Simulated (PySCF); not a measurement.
CdTe (triplet)

```yaml
atoms:
  - { symbol: Cd, position_ang: [0.0000, 0.0000, -1.4892] }
  - { symbol: Te, position_ang: [0.0000, 0.0000, 1.3058] }
```

Core potentials replace the inner electrons of Cd and Te.

The calculation used PySCF, PBE0/cc-pVTZ(-PP), non-relativistic Hamiltonian with scalar-relativistic core potentials where named, at a bond length of 2.795 Å.

What will maps of the electron density, electron localisation function and spin density show?

Cd–Te (2.79 Å): ρ is about 0.34 e/Å³ halfway; the ELF peaks at about 0.60 in the valence shell of Te, 1.2 Å from its nucleus, and is about 0.45 at the midpoint.
The unpaired spin (2 electrons) lies mostly on Te2 (about 1.3) and Cd1 (about 0.7), in electrons by Hirshfeld's partition.

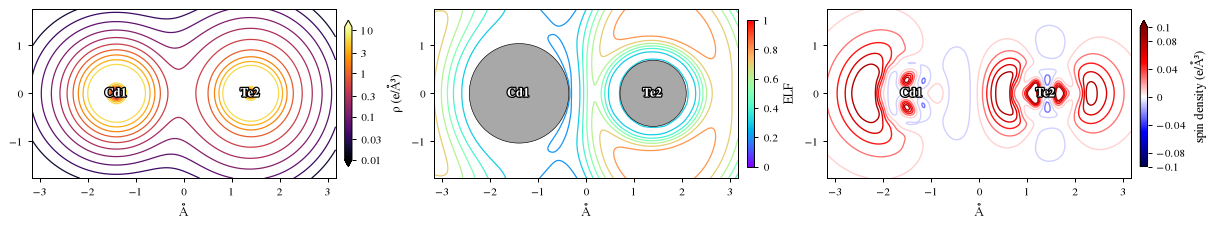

Computed electron density, electron localisation function and spin density on a plane that holds the molecular axis, in this order. Grey discs cover the atomic cores in the ELF map. 
